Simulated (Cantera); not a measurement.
Input: 1 mol MgO, a varied amount of SO₃, 0.79 mol O₂, held at 1002 °C and 0.0160 bar.

Method: chemical equilibrium by Gibbs-energy minimisation in Cantera with the NASA 1993 tables (ideal gas, pure condensed phases). Candidate condensed phases: Mg, MgO, MgS, MgSO₄, S; 14 gas species. Equilibrium is a limit: real reactors are often held back by kinetics, nucleation or transport.

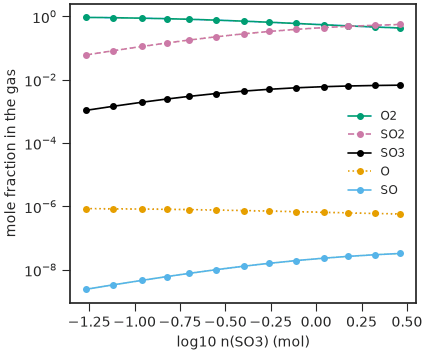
Fig. 1. Equilibrium gas composition (values under 1e-9 drawn at 1e-9)

Read off the mole fractions at 0.55 mol SO₃.

O₂ about 0.66, SO₂ about 0.34, SO₃ about 0.0050, O about 7.2e-7, SO about 1.6e-8.
